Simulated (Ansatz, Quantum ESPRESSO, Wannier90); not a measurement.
# Ballistic channels from Wannier functions: zigzag Ca chain, bond 3.90 Å, width 1.6 Å, part 3 of 5

Aim: a Wannier model and the conductance steps that follow from it, for this wire: zigzag Ca chain, bond 3.90 Å, width 1.6 Å.

Quantum ESPRESSO 7.5 and Wannier90 3.1.0; plane-wave DFT, PBE, GBRV ultrasoft pseudopotentials; cross-check by Ansatz 0.2.0 with PAW datasets.

So far. Step 2 (Ground state): The run needed 11 iterations to bring the estimated error under 1e-07 Ry; the largest force on any atom, held or free, is 0.03 eV/Å.

## (6) Localisation, bands and conductance

Level of this step: maximally localised Wannier functions and ballistic conductance; plane-wave DFT, PBE, GBRV ultrasoft pseudopotentials (Wannier90).

After disentangling and localising, transport_mode = bulk builds principal layers from hoppings within dist_cutoff and counts open channels.

Contents of wan.win:

```
num_wann = 18
num_bands = 34
num_iter = 200
num_print_cycles = 20
conv_tol = 1e-8
conv_window = 5
guiding_centres = true
dis_num_iter = 1500
dis_conv_tol = 1e-8
dis_win_min = -11.8560
dis_win_max = 8.1440
dis_froz_max = 0.6440
search_shells = 120
fermi_energy = -0.8560

transport = true
transport_mode = bulk
one_dim_axis = z
dist_cutoff = 21.24
dist_cutoff_mode = one_dim
tran_win_min = -4.0
tran_win_max = 2.0
tran_energy_step = 0.02

bands_plot = true
bands_num_points = 96
begin kpoint_path
G 0.0 0.0 0.0 Z 0.0 0.0 0.5
end kpoint_path

begin projections
Ca:s;p;d
end projections

begin unit_cell_cart
ang
  9.0000000000 0.0000000000 0.0000000000
  0.0000000000 8.0000000000 0.0000000000
  0.0000000000 0.0000000000 7.1133676975
end unit_cell_cart

begin atoms_frac
  Ca -0.0888888889 0.0000000000 0.0000000000
  Ca 0.0888888889 0.0000000000 0.5000000000
end atoms_frac

mp_grid = 1 1 6
begin kpoints
  0.0 0.0 0.0000000000
  0.0 0.0 0.1666666667
  0.0 0.0 0.3333333333
  0.0 0.0 0.5000000000
  0.0 0.0 0.6666666667
  0.0 0.0 0.8333333333
end kpoints
```

On the command line:

```console
> OMP_NUM_THREADS=1 wannier90.x wan > wan.run.log
```

Output:

```text
[banner, memory and clock lines left out]
+---------------------------------------------------+
             |                                                   |
             |                   WANNIER90                       |
             |                                                   |
             +---------------------------------------------------+
             |                                                   |
             |        Welcome to the Maximally-Localized         |
             |        Generalized Wannier Functions code         |
             |                             |
             |                                                   |
             |                                                   |
             |  Wannier90 Developer Group:                       |
             |    Giovanni Pizzi    (EPFL)                       |
             |    Valerio Vitale    (Cambridge)                  |
             |    David Vanderbilt  (Rutgers University)         |
             |    Nicola Marzari    (EPFL)                       |
             |    Ivo Souza         (Universidad del Pais Vasco) |
             |    Arash A. Mostofi  (Imperial College London)    |
             |    Jonathan R. Yates (University of Oxford)       |
             |                                                   |
             |  For the full list of Wannier90 3.x authors,      |
             |  please check the code documentation and the      |
             |  README on the GitHub page of the code            |
             |                                                   |
             |                                                   |
             |                                                   |
             |  [ref] "Wannier90 as a community code:            |
             |        new features and applications",            |
             |        165902 (2020).                             |
             |            |
             |                                                   |
             |  in any publications arising from the use of      |
             |                                                   |
             |  [ref] "Maximally Localized Generalised Wannier   |
             |         Functions for Composite Energy Bands"     |
             |         N. Marzari and D. Vanderbilt              |
             |         Phys. Rev. B 56 12847 (1997)              |
             |                                                   |
             |  [ref] "Maximally Localized Wannier Functions     |
             |         for Entangled Energy Bands"               |
             |         I. Souza, N. Marzari and D. Vanderbilt    |
             |         Phys. Rev. B 65 035109 (2001)             |
             |                                                   |
             |                                                   |
             | Copyright (c) 1996-2020                           |
             |        The Wannier90 Developer Group and          |
             |        individual contributors                    |
             |                                                   |
             |      Release: 3.1.0        5th March    2020      |
             |                                                   |
             | This program is free software; you can            |
             | redistribute it and/or modify it under the terms  |
             | of the GNU General Public License as published by |
             | the Free Software Foundation; either version 2 of |
             | the License, or (at your option) any later version|
             |                                                   |
             | This program is distributed in the hope that it   |
             | will be useful, but WITHOUT ANY WARRANTY; without |
             | even the implied warranty of MERCHANTABILITY or   |
             | FITNESS FOR A PARTICULAR PURPOSE. See the GNU     |
             | General Public License for more details.          |
             |                                                   |
             | You should have received a copy of the GNU General|
             | Public License along with this program; if not,   |
             | write to the Free Software Foundation, Inc.,      |
             | 675 Mass Ave, Cambridge, MA 02139, USA.           |
             |                                                   |
             +---------------------------------------------------+
[date or host left out]
             +---------------------------------------------------+

 ******************************************************************************
 * -> Using CODATA 2006 constant values                                       *
 *    (                      *
 * -> Using Bohr value from CODATA                                            *
 ******************************************************************************

 Running in serial (with parallel executable)

                                    ------
                                    SYSTEM
                                    ------

                              Lattice Vectors (Ang)
                    a_1     9.000000   0.000000   0.000000
                    a_2     0.000000   8.000000   0.000000
                    a_3     0.000000   0.000000   7.113368

                   Unit Cell Volume:     512.16247  (Ang^3)

                        Reciprocal-Space Vectors (Ang^-1)
                    b_1     0.698132   0.000000   0.000000
                    b_2     0.000000   0.785398   0.000000
                    b_3     0.000000   0.000000   0.883293

 *----------------------------------------------------------------------------*
 |   Site       Fractional Coordinate          Cartesian Coordinate (Ang)     |
 +----------------------------------------------------------------------------+
 | Ca   1  -0.08889   0.00000   0.00000   |   -0.80000   0.00000   0.00000    |
 | Ca   2   0.08889   0.00000   0.50000   |    0.80000   0.00000   3.55668    |
 *----------------------------------------------------------------------------*
                                ------------
                                K-POINT GRID
                                ------------

             Grid size =  1 x  1 x  6      Total points =    6

 *---------------------------------- MAIN ------------------------------------*
 |  Number of Wannier Functions               :                18             |
 |  Number of Objective Wannier Functions     :                18             |
 |  Number of input Bloch states              :                34             |
[...]
Sum of centres and spreads (  4.511738, -4.133249, 28.451898 )    54.86621394

     40    -0.373E+00     3.6070347336       54.8662138966       1.64  <-- CONV
        O_D=      0.0921969 O_OD=     13.4683671 O_TOT=     54.8662139 <-- SPRD
 Delta: O_D=  0.8413154E-02 O_OD= -0.3816015E+00 O_TOT= -0.3731883E+00 <-- DLTA
 Cycle:     60
[...]
Sum of centres and spreads (  4.580282, -4.007229, 28.453824 )    54.18662851

     60    -0.173E-01     0.8195386082       54.1866284684       1.67  <-- CONV
        O_D=      0.0536230 O_OD=     12.8273556 O_TOT=     54.1866285 <-- SPRD
 Delta: O_D=  0.4542794E-03 O_OD= -0.1774440E-01 O_TOT= -0.1729012E-01 <-- DLTA
 Cycle:     80
[...]
Sum of centres and spreads (  4.476434, -4.056424, 28.453807 )    53.65488693

     80    -0.322E-01     1.1442833160       53.6548868877       1.71  <-- CONV
        O_D=      0.0733638 O_OD=     12.2758732 O_TOT=     53.6548869 <-- SPRD
 Delta: O_D= -0.1842465E-03 O_OD= -0.3197112E-01 O_TOT= -0.3215536E-01 <-- DLTA
 Cycle:    100
[...]
Sum of centres and spreads (  4.439834,  3.848937, 28.454023 )    53.18126529

    100    -0.251E-01     0.9344556185       53.1812652505       1.74  <-- CONV
        O_D=      0.0563150 O_OD=     11.8193004 O_TOT=     53.1812653 <-- SPRD
 Delta: O_D=  0.1072246E-02 O_OD= -0.2614600E-01 O_TOT= -0.2507376E-01 <-- DLTA

 Writing checkpoint file wan.chk... done

 Cycle:    120
[...]
Sum of centres and spreads (  4.507682, -4.318930, 28.453797 )    52.67391110

    120    -0.121E-01     0.7250895780       52.6739110536       1.77  <-- CONV
        O_D=      0.0466701 O_OD=     11.3215911 O_TOT=     52.6739111 <-- SPRD
 Delta: O_D= -0.1758077E-03 O_OD= -0.1192019E-01 O_TOT= -0.1209600E-01 <-- DLTA
 Cycle:    140
[...]
Sum of centres and spreads (  4.578587, -4.400763, 28.453933 )    52.51176717

    140    -0.803E-02     0.5560071335       52.5117671258       1.80  <-- CONV
        O_D=      0.0392786 O_OD=     11.1668386 O_TOT=     52.5117671 <-- SPRD
 Delta: O_D= -0.7951677E-03 O_OD= -0.7233344E-02 O_TOT= -0.8028512E-02 <-- DLTA
 Cycle:    160
[...]
Sum of centres and spreads (  4.846780,  3.703529, 28.454145 )    52.28657897

    160    -0.817E-02     0.6047331872       52.2865789320       1.84  <-- CONV
        O_D=      0.0386779 O_OD=     10.9422512 O_TOT=     52.2865789 <-- SPRD
 Delta: O_D=  0.5538316E-03 O_OD= -0.8725674E-02 O_TOT= -0.8171842E-02 <-- DLTA
 Cycle:    180
[...]
Sum of centres and spreads (  5.518458, -3.991924, 28.454151 )    52.02913515

    180    -0.443E-02     0.4437767549       52.0291351067       1.87  <-- CONV
        O_D=      0.0577426 O_OD=     10.6657427 O_TOT=     52.0291351 <-- SPRD
 Delta: O_D=  0.5723943E-04 O_OD= -0.4490895E-02 O_TOT= -0.4433656E-02 <-- DLTA
 Cycle:    200
[...]
Sum of centres and spreads (  5.859961, -3.993524, 28.454316 )    51.94795292

    200    -0.283E-02     0.3271828962       51.9479528751       1.90  <-- CONV
        O_D=      0.0705116 O_OD=     10.5717914 O_TOT=     51.9479529 <-- SPRD
 Delta: O_D=  0.8332319E-03 O_OD= -0.3660777E-02 O_TOT= -0.2827546E-02 <-- DLTA

 Writing checkpoint file wan.chk... done

 Final State
[...]
WF centre and spread   11  (  2.796807, -3.985468, -0.000413 )     6.09452905
  WF centre and spread   12  (  3.779302, -0.007008,  3.562894 )     5.81623021
  WF centre and spread   13  (  1.463771,  1.502327,  3.562061 )     3.14859315
  WF centre and spread   14  (  0.148908, -0.136993,  3.583207 )     2.77732806
  WF centre and spread   15  (  1.048562, -0.000104,  3.510213 )     2.23083058
  WF centre and spread   16  (  0.819774,  0.000296,  3.551898 )     1.88913997
  WF centre and spread   17  (  0.931155, -0.017874,  3.560550 )     1.92964968
  WF centre and spread   18  (  0.469351,  0.177568,  3.558323 )     1.89047469
  Sum of centres and spreads (  5.859961, -3.993524, 28.454316 )    51.94795292

         Spreads (Ang^2)       Omega I      =    41.305649886
        ================       Omega D      =     0.070511552
                               Omega OD     =    10.571791437
    Final Spread (Ang^2)       Omega Total  =    51.947952875
 Time for wannierise            0.322 (sec)

 Writing checkpoint file wan.chk... done

 *---------------------------------------------------------------------------*
 |                               PLOTTING                                    |
 *---------------------------------------------------------------------------*

 Translated centres
    translation centre in fractional coordinate:  0.000000  0.000000  0.250000
  WF centre     1  ( -0.078599,  0.002311,  1.750128 )
  WF centre     2  ( -0.039611,  0.006520, -1.741311 )
  WF centre     3  ( -1.972820, -0.262991,  0.268024 )
  WF centre     4  ( -1.342772,  1.400115,  0.020134 )
  WF centre     5  ( -0.228670, -0.040616,  0.095927 )
  WF centre     6  ( -1.096593, -0.015783, -0.373875 )
  WF centre     7  ( -0.821177,  0.004694, -0.008307 )
  WF centre     8  ( -0.913349, -1.343380, -0.015601 )
  WF centre     9  ( -0.552389,  0.236709,  0.007494 )
  WF centre    10  (  1.448313, -1.513847,  3.562970 )
  WF centre    11  (  2.796807, -3.985468, -0.000413 )
  WF centre    12  (  3.779302, -0.007008,  3.562894 )
  WF centre    13  (  1.463771,  1.502327,  3.562061 )
  WF centre    14  (  0.148908, -0.136993,  3.583207 )
  WF centre    15  (  1.048562, -0.000104,  3.510213 )
  WF centre    16  (  0.819774,  0.000296,  3.551898 )
  WF centre    17  (  0.931155, -0.017874,  3.560550 )
  WF centre    18  (  0.469351,  0.177568,  3.558323 )

 Calculating interpolated band-structure

 Time to calculate interpolated band structure       0.023 (sec)

 Time for plotting              0.025 (sec)

 *---------------------------------------------------------------------------*
 |                              TRANSPORT                                    |
 *---------------------------------------------------------------------------*

 Calculation of Quantum Conductance and DoS: bulk mode

 Maximum imaginary part of the real-space Hamiltonian:     0.030232

     Maximum real part of the real-space Hamiltonian at each lattice point
            Lattice point R           Max |H_ij(R)|
                  -4                     0.000000
                  -3                     0.002656
                  -2                     0.023163
                  -1                     0.537550
                   0                     1.778514
                   1                     0.537550
                   2                     0.023163
                   3                     0.002656
                   4                     0.000000

 Number of unit cells inside the principal layer:     3
 Number of Wannier Functions inside the principal layer:    54

 Calculating quantum conductance and density of states... done

 Time for transport             2.185 (sec)
 Total Execution Time           4.162 (sec)

 *===========================================================================*
 |                             TIMING INFORMATION                            |
 *===========================================================================*
 |    Tag                                                Ncalls      Time (s)|
 |---------------------------------------------------------------------------|
 |kmesh: get                                        :         1         0.008|
 |overlap: allocate                                 :         1         0.000|
 |overlap: read                                     :         1         0.035|
 |dis: main                                         :         1         1.581|
 |wann: main                                        :         1         0.322|
 |plot: main                                        :         1         0.025|
 |tran: main                                        :         1         2.185|
 *---------------------------------------------------------------------------*

 All done: wannier90 exiting
[key lines of the parts left out:]
|  Fermi energy (eV)                         :            -0.856             |
```

Elapsed: 4.6 s, on 1 MPI rank of Arm Neoverse V1, shared host; peak memory 0.08 GiB.

Numbers from this step:

| Property | Result |
| --- | --- |
| lead channels at the Fermi level, one spin | 1.34e-5 |
| total spread | 51.95 Å² |
| gauge-invariant spread | 41.31 Å² |
| largest misfit to plane-wave levels between mesh points, inside the frozen window | 0.001015 eV |

Per spin. The quantum conductance of the perfect wire, open channels by energy, zero at the Fermi level:

```csv
energy (eV),"quantum conductance of the perfect wire, open channels"
-2.500,9.0e-9
-2.000,1
-1.500,1
-1.020,1
-0.500,1
0.000,1.3e-5
0.500,2.00
1.000,2.01
1.500,2.00
2.000,2
```

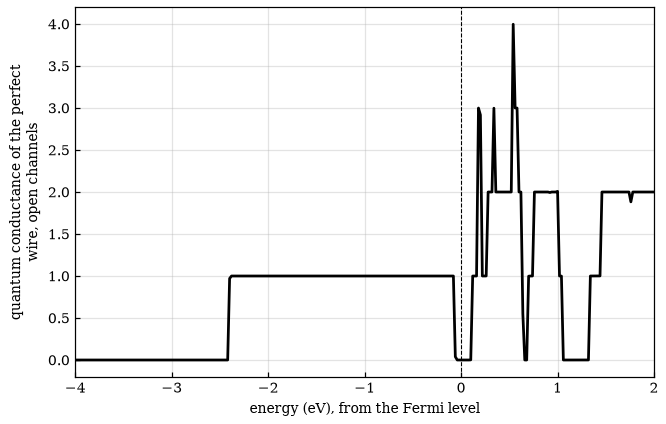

Quantum conductance of the perfect wire, open channels against energy.

Wannier functions:

```csv
no.,x (Å),y (Å),z (Å),spread (Å²)
1,-0.0786,0.002311,1.75,3.181
2,-0.03961,0.00652,-1.741,3.142
3,-1.973,-0.263,0.268,2.945
4,-1.343,1.4,0.02013,2.766
5,-0.2287,-0.04062,0.09593,2.22
6,-1.097,-0.01578,-0.3739,2.405
7,-0.8212,0.004694,-0.008307,1.899
8,-0.9133,-1.343,-0.0156,2.61
9,-0.5524,0.2367,0.007494,1.822
10,1.448,-1.514,3.563,3.183
11,2.797,-3.985,-4.13e-4,6.095
12,3.779,-0.007008,3.563,5.816
13,1.464,1.502,3.562,3.149
14,0.1489,-0.137,3.583,2.777
15,1.049,-1.04e-4,3.51,2.231
16,0.8198,2.96e-4,3.552,1.889
17,0.9312,-0.01787,3.561,1.93
18,0.4694,0.1776,3.558,1.89
```

The electronic bands at the labelled points (eV, zero at the Fermi level; v1 is the highest filled band, c1 the lowest empty one):

```csv
point,v2,v1,c1,c2,c3,c4
Γ,-2.40,-0.06,0.11,0.27,0.33,0.35
Z,-1.61,-1.61,0.20,0.20,0.36,0.36
```

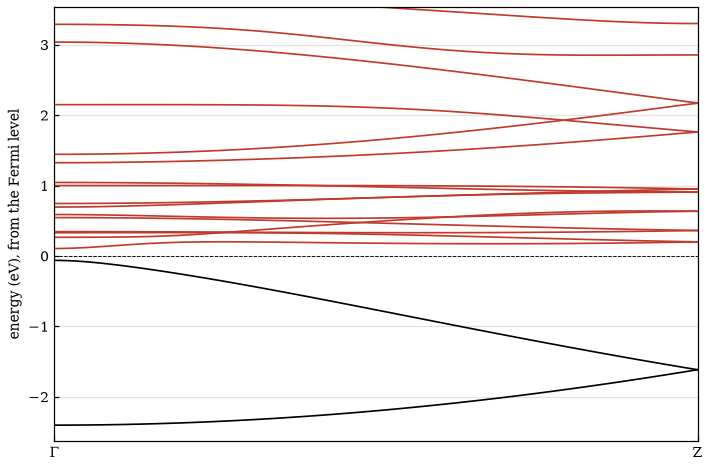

Electronic bands along the path; lines of filled and empty bands in two colours.

Bands and channels are those of the Wannier model: bands that were not projected, and all outside the frozen window, are missing or only approximate.

Disentanglement stopped at its cap on iterations, so these spreads are not final.

At least 1 of the functions sits far from every atom, off the bonds: the outer window has let in states of the vacuum, so the basis is not the atomic one that was projected.

## (7) Neighbour list from wannier90 -pp, with dis_win_max − E_F = 4.0

How much does a setting matter? One run is repeated with a change.

wan_w.win, as its differences from the input of step 6:

```diff
@@ -10,3 +10,3 @@
 dis_win_min = -11.8560
-dis_win_max = 8.1440
+dis_win_max = 3.1440
 dis_froz_max = 0.6440
```

On the command line:

```console
> OMP_NUM_THREADS=1 wannier90.x -pp wan_w > wan_w.pp.log
```

Wall time 0.45 s (1 MPI rank); peak memory 0.08 GiB.

## (8) Overlaps and projections

The same post-processing, on the changed run.

Contents of wan_w.p2w.in:

```
&inputpp
  prefix = 'nscf'
  outdir = './out'
  seedname = 'wan_w'
  write_mmn = .true.
  write_amn = .true.
  write_unk = .false.
/
```

On the command line:

```console
> OMP_NUM_THREADS=1 mpirun -n 2 pw2wannier90.x -in wan_w.p2w.in > wan_w.p2w.out
```

Elapsed: 9.7 s, on 2 MPI ranks; peak memory 0.22 GiB; 19 s of CPU time.

(Continued in part 4 of 5.)

[Logs are printed without paths, hosts, clocks, repeated set-up lines and the standing remarks that a program may print on its own settings, such as how far it seeks lower states.]

[Hosts, paths, dates, database ids (printed as entryN), source tags and the programs' standing remarks are cut or masked in the printed files.]

[Maps of the electrostatic potential energy from Ansatz leave out the sawtooth potential of an applied field or a dipole correction, so their vacuum need not be flat; planar profiles and work functions include it.]
